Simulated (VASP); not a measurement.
**A VASP study of MnI (r2SCAN + U): structure first, properties next**

Aim: relax MnI, then compute properties on the relaxed cell. The steps: relaxing cell and atoms (r2SCAN + U), second relaxation, density, ELF and potential (r2SCAN + U), bands along the symmetry lines (r2SCAN + U), density of states (r2SCAN + U), bands along the symmetry lines (HSE06 + U) and a single point (r2SCAN + U), changed input. The cell is invented: it takes the structure of COD entry 9004456, CuI (space group 216 there), with some of its atoms replaced by other elements, volume scaled by an estimate. It may not be a known or stable phase. Left out of this account: 2 further runs (core levels: core levels are not valid at this level; relaxation: a spoilt try).

Calculated with VASP 6.6.1; r2SCAN, DFT+U (Mn d 6 eV), spin-polarised from a ferromagnetic start (one magnetic atom a cell); plane waves and PAW (I, Mn_pv), in the first sound run; inputs show where later runs differ.

### 1. The structure

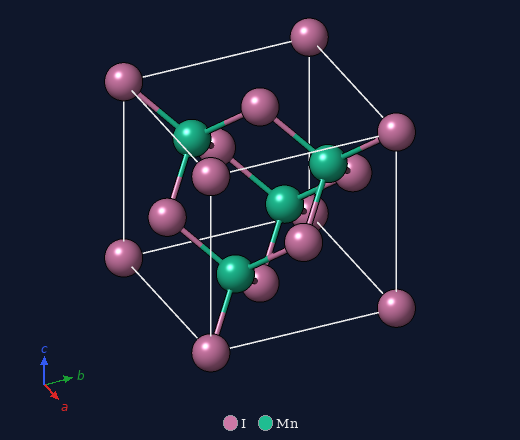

The starting structure, seen from a free direction (iodine pink, manganese teal). This picture shows the conventional cell, with its axes. Bonds to atoms that aren't drawn are left out. Some periodic images of atoms are drawn too.

### 2. Relaxing cell and atoms (r2SCAN + U)

The start need not lie at this functional's minimum. ISIF = 3 frees volume, shape and positions, and EDIFFG sets the threshold on forces and stress at which the search stops. r2SCAN adds the kinetic-energy density, costs more than a GGA and is run with LASPH. A Hubbard U penalises fractional filling of the localised shell, which semilocal functionals favour.

Input file INCAR:

```
SYSTEM = MnI
PREC = Accurate
ENCUT = 400
EDIFF = 1E-06
NELM = 100
ISMEAR = -1
SIGMA = 0.05
LREAL = .FALSE.
ALGO = Normal
METAGGA = R2SCAN
LASPH = .TRUE.
ISPIN = 2
MAGMOM = 0 4
LDAU = .TRUE.
LDAUTYPE = 2
LDAUL = -1 2
LDAUU = 0 6
LDAUJ = 0 0
LDAUPRINT = 1
LMAXMIX = 4
LORBIT = 11
LWAVE = .FALSE.
LCHARG = .FALSE.
IBRION = 2
NSW = 60
ISIF = 3
EDIFFG = -0.01
```

Input file POSCAR:

```
MnI
1.0
    0.0000000000      3.0430870000      3.0430870000
    3.0430870000      0.0000000000      3.0430870000
    3.0430870000      3.0430870000      0.0000000000
I Mn
1 1
Direct
    0.0000000000      0.0000000000      0.0000000000
    0.2500000000      0.2500000000      0.2500000000
```

Input file KPOINTS:

```
Automatic mesh
0
Gamma
6 6 6
0 0 0
```

PAW data sets: I and Mn_pv (PBE family, release 64).

Started as:

```bash
$ mpirun -np 1 vasp_std
```

The log of the run:

```text
[banner, memory and clock lines left out]
running    1 mpi-ranks, on    1 nodes
 distrk:  each k-point on    1 cores,    1 groups
 distr:  one band on    1 cores,    1 groups

 POSCAR found type information on POSCAR I Mn
 POSCAR found :  2 types and       2 ions
|                                                                             |
|               ----> ADVICE to this user running VASP <----                  |
|                                                                             |
|     You enforced a specific xc type in the INCAR file but a different       |
|     [... a line on the potential file left out ...]
|     I HOPE YOU KNOW WHAT YOU ARE DOING!                                     |
|                                                                             |

 LDA part: xc-table for (None), standard interpolation
 POSCAR, INCAR and KPOINTS ok, starting setup
 FFT: planning ... GRIDC
 FFT: planning ... GRID_SOFT
 FFT: planning ... GRID
 WAVECAR not read
 entering main loop
       N       E                     dE             d eps       ncg     rms          rms(c)
DAV:   1     0.797731540122E+02    0.79773E+02   -0.10153E+04  1152   0.101E+03
DAV:   2    -0.336567863577E+02   -0.11343E+03   -0.11001E+03  1136   0.267E+02
DAV:   3    -0.378755522747E+02   -0.42188E+01   -0.41939E+01  1288   0.583E+01
DAV:   4    -0.379298011701E+02   -0.54249E-01   -0.54243E-01  1160   0.666E+00
DAV:   5    -0.379311938875E+02   -0.13927E-02   -0.13927E-02  1272   0.108E+00    0.101E+01
DAV:   6    -0.360921254790E+02    0.18391E+01   -0.10936E+01  1024   0.357E+01    0.122E+01
DAV:   7    -0.365781339902E+02   -0.48601E+00   -0.46916E-01  1032   0.754E+00    0.678E+00
DAV:   8    -0.365857316456E+02   -0.75977E-02   -0.11631E-01  1152   0.446E+00    0.441E+00
DAV:   9    -0.366210864439E+02   -0.35355E-01   -0.71790E-02  1112   0.250E+00    0.111E+00
DAV:  10    -0.366241729759E+02   -0.30865E-02   -0.87769E-03  1200   0.126E+00    0.421E-01
DAV:  11    -0.366236241962E+02    0.54878E-03   -0.27730E-03  1104   0.667E-01    0.201E-01
DAV:  12    -0.366237626979E+02   -0.13850E-03   -0.78490E-04  1112   0.330E-01    0.116E-01
DAV:  13    -0.366237902676E+02   -0.27570E-04   -0.35983E-04  1056   0.136E-01    0.504E-02
DAV:  14    -0.366237905113E+02   -0.24370E-06   -0.44431E-05  1192   0.585E-02    0.198E-02
DAV:  15    -0.366238140061E+02   -0.23495E-04   -0.68390E-06  1160   0.208E-02    0.822E-03
DAV:  16    -0.366237988619E+02    0.15144E-04   -0.36287E-06   936   0.163E-02    0.691E-03
DAV:  17    -0.366238085758E+02   -0.97139E-05   -0.63273E-07   704   0.946E-03    0.510E-03
DAV:  18    -0.366238108438E+02   -0.22680E-05   -0.14755E-07   536   0.371E-03    0.323E-03
DAV:  19    -0.366238078799E+02    0.29639E-05   -0.64190E-08   528   0.216E-03    0.100E-03
DAV:  20    -0.366238078789E+02    0.99544E-09   -0.11742E-08   536   0.107E-03
   1 F= -.36623808E+02 E0= -.36620933E+02  d E =-.366238E+02  mag=     4.2165
 curvature:   0.00 expect dE= 0.000E+00 dE for cont linesearch  0.000E+00
 trial: gam= 0.00000 g(F)=  0.466E-43 g(S)=  0.947E+00 ort = 0.000E+00 (trialstep = 0.100E+01)
 search vector abs. value=  0.947E+00
 bond charge predicted
       N       E                     dE             d eps       ncg     rms          rms(c)
DAV:   1    -0.555578014781E+02   -0.18934E+02   -0.31660E+02  1032   0.275E+02    0.547E+01
DAV:   2    -0.383207966383E+02    0.17237E+02   -0.18337E+02  1152   0.167E+02    0.510E+01
DAV:   3    -0.358246361658E+02    0.24962E+01   -0.72380E+01  1112   0.504E+01    0.181E+01
DAV:   4    -0.368545247161E+02   -0.10299E+01   -0.25616E+00  1200   0.134E+01    0.121E+01
DAV:   5    -0.369688426677E+02   -0.11432E+00   -0.16567E+00  1224   0.179E+01    0.502E+00
DAV:   6    -0.371029666872E+02   -0.13412E+00   -0.11668E+00  1160   0.612E+00    0.377E+00
DAV:   7    -0.371951623361E+02   -0.92196E-01   -0.11757E-01  1104   0.288E+00    0.243E+00
DAV:   8    -0.372000381615E+02   -0.48758E-02   -0.32392E-02  1160   0.225E+00    0.178E+00
DAV:   9    -0.372243425012E+02   -0.24304E-01   -0.45095E-02  1184   0.153E+00    0.600E-01
DAV:  10    -0.372262316880E+02   -0.18892E-02   -0.47491E-03  1128   0.613E-01    0.275E-01
DAV:  11    -0.372260450498E+02    0.18664E-03   -0.17009E-03  1184   0.491E-01    0.175E-01
DAV:  12    -0.372267095826E+02   -0.66453E-03   -0.17536E-03  1096   0.459E-01    0.209E-01
DAV:  13    -0.372268395496E+02   -0.12997E-03   -0.40875E-04  1136   0.221E-01    0.114E-01
DAV:  14    -0.372269068569E+02   -0.67307E-04   -0.67750E-05  1144   0.506E-02    0.512E-02
DAV:  15    -0.372268603400E+02    0.46517E-04   -0.29218E-05  1120   0.410E-02    0.219E-02
DAV:  16    -0.372268474015E+02    0.12939E-04   -0.15706E-05  1168   0.408E-02    0.933E-03
DAV:  17    -0.372268472762E+02    0.12529E-06   -0.70861E-06  1184   0.211E-02
   2 F= -.37226847E+02 E0= -.37222231E+02  d E =-.603039E+00  mag=     5.5003
[...]
3 F= -.37628396E+02 E0= -.37626958E+02  d E =-.100459E+01  mag=    -5.9751
[...]
4 F= -.37629688E+02 E0= -.37628919E+02  d E =-.100588E+01  mag=    -5.9874
 curvature:  -1.28 expect dE=-0.757E-02 dE for cont linesearch -0.757E-02
 ZBRENT: bracketing found
 ZBRENT: interpolating
 opt :   2.2429  next Energy=   -37.633727 (dE=-0.101E+01)
 bond charge predicted
       N       E                     dE             d eps       ncg     rms          rms(c)
DAV:   1    -0.377482667584E+02   -0.11858E+00   -0.24526E+00  1144   0.177E+01    0.348E+00
DAV:   2    -0.376240538443E+02    0.12421E+00   -0.25636E-01  1152   0.590E+00    0.246E+00
DAV:   3    -0.376338718989E+02   -0.98181E-02   -0.52362E-02  1024   0.208E+00    0.731E-01
DAV:   4    -0.376319876556E+02    0.18842E-02   -0.60910E-03  1304   0.509E-01    0.504E-01
DAV:   5    -0.376327541347E+02   -0.76648E-03   -0.27692E-03  1024   0.351E-01    0.209E-01
DAV:   6    -0.376329052145E+02   -0.15108E-03   -0.60862E-04  1200   0.201E-01    0.939E-02
DAV:   7    -0.376329596454E+02   -0.54431E-04   -0.97346E-05  1072   0.653E-02    0.365E-02
DAV:   8    -0.376329658401E+02   -0.61947E-05   -0.15244E-05  1192   0.314E-02    0.140E-02
DAV:   9    -0.376329713249E+02   -0.54848E-05   -0.28408E-06  1120   0.154E-02    0.531E-03
DAV:  10    -0.376329746651E+02   -0.33402E-05   -0.20112E-06   928   0.947E-03    0.341E-03
DAV:  11    -0.376329725891E+02    0.20760E-05   -0.29517E-07   808   0.449E-03    0.691E-04
DAV:  12    -0.376329724820E+02    0.10704E-06   -0.55181E-08   520   0.170E-03
   5 F= -.37632972E+02 E0= -.37631965E+02  d E =-.100916E+01  mag=    -5.9837
 curvature:  -0.68 expect dE=-0.184E-07 dE for cont linesearch -0.184E-07
 trial: gam=-0.00017 g(F)=  0.598E-42 g(S)=  0.269E-07 ort = 0.160E-03 (trialstep = 0.125E+01)
 search vector abs. value=  0.100E-09
 reached required accuracy - stopping structural energy minimisation
```

Elapsed: 14 min, on 1 MPI rank of AMD EPYC 7R43, shared host; peak memory 0.15 GiB.

The logs omit lines about the potential files and the build; timing stands in the text.

Parts of OUTCAR (step 2):

```text
ion  position               nearest neighbor table
   1  0.000  0.000  0.000-   2 2.64   2 2.64   2 2.64   2 2.64
   2  0.250  0.250  0.250-   1 2.64   1 2.64   1 2.64   1 2.64

  LATTYP: Found a face centered cubic cell.
 ALAT       =     6.0861740000

 Subroutine GETGRP returns: Found 24 space group operations
 (whereof 24 operations were pure point group operations)

The static configuration has the point symmetry T_d .

 Found     16 irreducible k-points:

   k-points           NKPTS =     16   k-points in BZ     NKDIM =     16   number of bands    NBANDS=     16

   dimension x,y,z NGX =    28 NGY =   28 NGZ =   28
   dimension x,y,z NGXF=    56 NGYF=   56 NGZF=   56

   ENCUT  =  400.0 eV  29.40 Ry    5.42 a.u.   7.02  7.02  7.02*2*pi/ulx,y,z

   NELECT =      20.0000    total number of electrons

 k-points in reciprocal lattice and weights: Automatic mesh
   0.00000000  0.00000000  0.00000000       0.005
   0.16666667  0.00000000  0.00000000       0.037
   0.33333333  0.00000000  0.00000000       0.037
   0.50000000  0.00000000  0.00000000       0.019
   0.16666667  0.16666667  0.00000000       0.028
   0.33333333  0.16666667  0.00000000       0.111
   0.50000000  0.16666667  0.00000000       0.111
  -0.33333333  0.16666667  0.00000000       0.111
  -0.16666667  0.16666667  0.00000000       0.056
[...]
-0.33333333  0.33333333  0.16666667       0.111
  -0.33333333  0.50000000  0.16666667       0.056

atom =   2  type =  2  l = 2

 onsite density matrix

spin component  1

  0.0083  0.0000  0.0000  0.0000 -0.0000
  0.0000  0.0083 -0.0000 -0.0000 -0.0000
  0.0000 -0.0000  0.0016 -0.0000  0.0000
  0.0000 -0.0000 -0.0000  0.0083 -0.0000
 -0.0000 -0.0000  0.0000 -0.0000  0.0016

spin component  2

  0.9466 -0.0000 -0.0000 -0.0000  0.0000
 -0.0000  0.9466  0.0000 -0.0000  0.0000
 -0.0000  0.0000  0.9449  0.0000  0.0000
 -0.0000 -0.0000  0.0000  0.9466  0.0000
  0.0000  0.0000  0.0000  0.0000  0.9449

 occupancies and eigenvectors

  o =  0.0016  v =  0.0000 -0.0000 -0.0751  0.0000  0.9972  0.0000  0.0000  0.0000  0.0000  0.0000      0.0000  0.0000  0.0000  0.0000  0.0000  0.0000  0.0000  0.0000  0.0000  0.0000
  o =  0.0016  v = -0.0000  0.0000  0.9972  0.0000  0.0751  0.0000  0.0000  0.0000  0.0000  0.0000      0.0000  0.0000  0.0000  0.0000  0.0000  0.0000  0.0000  0.0000  0.0000  0.0000
  o =  0.0083  v = -1.0000  0.0018 -0.0000  0.0015  0.0000  0.0000  0.0000  0.0000  0.0000  0.0000      0.0000  0.0000  0.0000  0.0000  0.0000  0.0000  0.0000  0.0000  0.0000  0.0000
  o =  0.0083  v = -0.0015 -0.0089  0.0000 -1.0000 -0.0000  0.0000  0.0000  0.0000  0.0000  0.0000      0.0000  0.0000  0.0000  0.0000  0.0000  0.0000  0.0000  0.0000  0.0000  0.0000
  o =  0.0083  v =  0.0018  1.0000 -0.0000 -0.0089  0.0000  0.0000  0.0000  0.0000  0.0000  0.0000      0.0000  0.0000  0.0000  0.0000  0.0000  0.0000  0.0000  0.0000  0.0000  0.0000
  o =  0.9449  v =  0.0000  0.0000  0.0000  0.0000  0.0000  0.0000  0.0000 -0.9927  0.0000  0.1209      0.0000  0.0000  0.0000  0.0000  0.0000  0.0000  0.0000  0.0000  0.0000  0.0000
  o =  0.9449  v =  0.0000  0.0000  0.0000  0.0000  0.0000  0.0000  0.0000  0.1209  0.0000  0.9927      0.0000  0.0000  0.0000  0.0000  0.0000  0.0000  0.0000  0.0000  0.0000  0.0000
  o =  0.9466  v =  0.0000  0.0000  0.0000  0.0000  0.0000  1.0000  0.0000  0.0000  0.0000  0.0000      0.0000  0.0000  0.0000  0.0000  0.0000  0.0000  0.0000  0.0000  0.0000  0.0000
  o =  0.9466  v =  0.0000  0.0000  0.0000  0.0000  0.0000  0.0000  0.3220 -0.0000 -0.9467  0.0000      0.0000  0.0000  0.0000  0.0000  0.0000  0.0000  0.0000  0.0000  0.0000  0.0000
  o =  0.9466  v =  0.0000  0.0000  0.0000  0.0000  0.0000  0.0000 -0.9467 -0.0000 -0.3220  0.0000      0.0000  0.0000  0.0000  0.0000  0.0000  0.0000  0.0000  0.0000  0.0000  0.0000

 average (electrostatic) potential at core
       1 -99.5972       2 -79.7028

 E-fermi :   2.8732

 spin component 1
 k-point     1 :       0.0000    0.0000    0.0000
  band No.  band energies     occupation
    ...
      4     -11.8173      1.00000
      5      -1.3360      1.00000
      6      -1.3360      1.00000
      7      -1.3360      1.00000
      8       2.4241      0.99987
      9       5.6671      0.00000
     10       5.6671      0.00000
     11       6.3999      0.00000
     12       6.3999      0.00000
     13       6.4000      0.00000
    ...

 k-point     2 :       0.1667    0.0000    0.0000
  band No.  band energies     occupation
    ...
      3     -45.8000      1.00000
      4     -11.7879      1.00000
      5      -1.7063      1.00000
      6      -1.3657      1.00000
      7      -1.3657      1.00000
      8       2.9866      0.09385
      9       5.5913      0.00000
     10       5.5913      0.00000
     11       5.8974      0.00000
     12       6.3454      0.00000
    ...

 k-point     3 :       0.3333    0.0000    0.0000
  band No.  band energies     occupation
    ...
      3     -45.8001      1.00000
      4     -11.7274      1.00000
      5      -2.2766      1.00000
      6      -1.4232      1.00000
      7      -1.4232      1.00000
      8       3.7585      0.00000
      9       5.5284      0.00000
     10       5.5286      0.00000
     11       5.5481      0.00000
     12       6.1477      0.00000
    ...

 k-point     4 :       0.5000    0.0000    0.0000
  band No.  band energies     occupation
    ...
      3     -45.8001      1.00000
      4     -11.6964      1.00000
      5      -2.5140      1.00000
      6      -1.4511      1.00000
      7      -1.4511      1.00000
      8       3.8901      0.00000
      9       5.5248      0.00000
     10       5.5250      0.00000
     11       5.5919      0.00000
     12       6.0313      0.00000
    ...

 k-point     5 :       0.1667    0.1667    0.0000
  band No.  band energies     occupation
    ...
      3     -45.8003      1.00000
      4     -11.7781      1.00000
      5      -1.7175      1.00000
      6      -1.4285      1.00000
      7      -1.4284      1.00000
      8       3.1837      0.00200
      9       5.3620      0.00000
     10       5.7595      0.00000
     11       5.8234      0.00000
     12       6.1898      0.00000
    ...

 k-point     6 :       0.3333    0.1667    0.0000
  band No.  band energies     occupation
    ...
      3     -45.8008      1.00000
      4     -11.7279      1.00000
      5      -2.1349      1.00000
      6      -1.5216      1.00000
      7      -1.5007      1.00000
      8       3.9557      0.00000
      9       5.1705      0.00000
     10       5.3355      0.00000
     11       5.7719      0.00000
     12       6.0812      0.00000
    ...

  Total        0.0006101      0.0006101      0.0006101      0.0000000     -0.0000000      0.0000000
  in kB        0.0101455      0.0101455      0.0101455      0.0000000     -0.0000000      0.0000000
  external PRESSURE =       0.0101455 kB  Pullay stress =       0.0000000 kB

  energy-cutoff  :      400.00
  volume of cell :       96.35
      direct lattice vectors                 reciprocal lattice vectors
    -0.000000000  3.638665018  3.638665018    -0.137413034  0.137413034  0.137413034
     3.638665018 -0.000000000  3.638665018     0.137413034 -0.137413034  0.137413034
     3.638665018  3.638665018 -0.000000000     0.137413034  0.137413034 -0.137413034

 POSITION                                       TOTAL-FORCE (eV/Angst)
 -----------------------------------------------------------------------------------
     -0.00000      0.00000      0.00000        -0.000000     -0.000000     -0.000000
      1.81933      1.81933      1.81933         0.000000      0.000000      0.000000
 -----------------------------------------------------------------------------------
    total drift:                                0.000044      0.000044      0.000044

  FREE ENERGIE OF THE ION-ELECTRON SYSTEM (eV)
  ---------------------------------------------------
  free  energy   TOTEN  =       -37.6329724820 eV

  energy  without entropy=      -37.6309580980  energy(sigma->0) =      -37.63196529

 reached required accuracy - stopping structural energy minimisation

 total charge
# of ion       s       p       d       tot
------------------------------------------
    1        1.514   2.816   0.016   4.346
    2        0.398   6.054   4.746  11.198
--------------------------------------------------
tot          1.912   8.870   4.762  15.545

 magnetization (x)
# of ion       s       p       d       tot
------------------------------------------
    1       -0.037  -0.100  -0.013  -0.150
    2       -0.309  -0.028  -4.691  -5.029
--------------------------------------------------
tot         -0.347  -0.128  -4.704  -5.179

[... 6 further parts left out ...]
```

The cell holds one magnetic atom, so no antiferromagnetic order fits into it. The k-mesh is coarse for a metal. The PAW data sets were made with PBE, which is usual practice but a small mismatch for other functionals. After so large a change of volume the plane waves of the start cell no longer fit, so the final stress carries a basis-set error. The run keeps the 24 symmetry operations of its start, so it cannot find a distortion of lower symmetry.

The steps of the relaxation:

```tsv
step	energy less that of the first step (eV)	largest force (eV/Å)	pressure (GPa)	volume (Å³)
1	0.0000	0.0000	10.28	56.36
2	-0.6030	0.0000	4.23	72.44
3	-1.0046	0.0000	0.56	93.77
4	-1.0059	0.0000	-0.46	98.65
5	-1.0092	0.0000	0.00	96.35
```

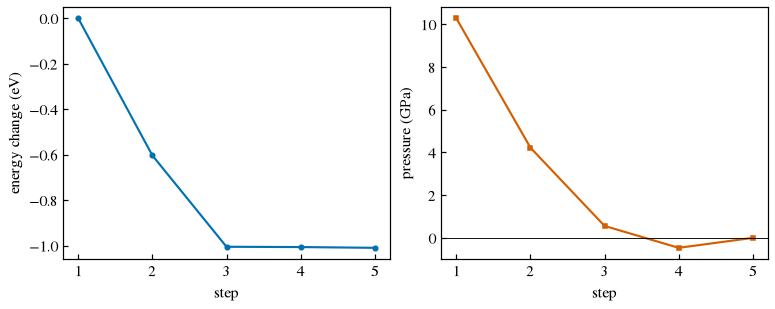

Energy and pressure along the relaxation.

```tsv
cell as run	before	after	change
a (Å)	4.304	5.146	+19.6 %
b (Å)	4.304	5.146	+19.6 %
c (Å)	4.304	5.146	+19.6 %
volume (Å³/atom)	28.18	48.18	+71.0 %
```

The relaxed structure:

```cif
data_structure
_symmetry_space_group_name_H-M 'P 1'
_symmetry_Int_Tables_number 1
_cell_length_a 5.1458
_cell_length_b 5.1458
_cell_length_c 5.1458
_cell_angle_alpha 60.000
_cell_angle_beta 60.000
_cell_angle_gamma 60.000
_cell_volume 96.35
loop_
_atom_site_label
_atom_site_type_symbol
_atom_site_fract_x
_atom_site_fract_y
_atom_site_fract_z
_atom_site_occupancy
I1 I 0.00000 0.00000 0.00000 1
Mn2 Mn 0.25000 0.25000 0.25000 1
```

This step gave:

- electrons: 20
- bands: 16
- irreducible k-points: 16
- symmetry operations: 24
- free energy (TOTEN): -37.63 eV
- energy at zero smearing: -37.63 eV
- Fermi energy: 2.873 eV
- pressure: 0.001015 GPa
- moment of the cell, from the last line of the log: -5.984 μB
- metallic: yes
- SCF cycles over all ionic steps: 93

Spin moment in the PAW sphere by atom:

```tsv
atom	spin moment in the PAW sphere (μB)
I1	-0.15
Mn2	-5.03
```

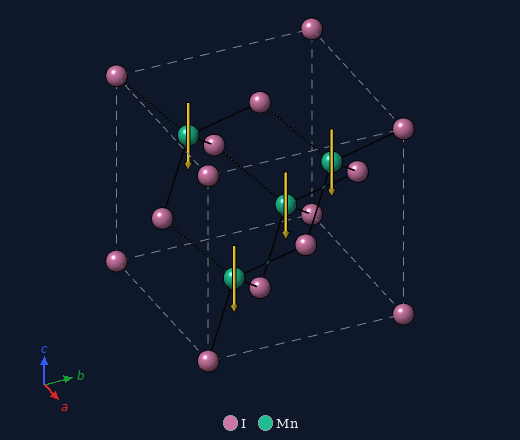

Spin moment in the PAW sphere as arrows, the longest 5.03 μB. Up and down stand for the sign. Arrows give size and sign along the axis of quantisation, drawn up and down the page. Bonds to atoms that aren't drawn are left out. Some periodic images of atoms are drawn too.

It ends with forces that vanish by symmetry and a pressure of 0.00 GPa.

(Part 1 of 5 ends here.)

[Lines on the potential files, build, host, timing and source positions are cut from VASP's logs without a mark.]

[Logs are printed without paths, hosts, clocks, repeated set-up lines and the standing remarks that a program may print on its own settings, such as how far it seeks lower states.]

[Hosts, paths, dates, database ids (printed as entryN), source tags and the programs' standing remarks are cut or masked in the printed files.]

[A measured line is paired with the nearest computed mode of its activity, which favours agreement.]

[In band tables of VASP the shares of atoms and orbitals are scaled to a sum of 1 inside the atoms' spheres.]
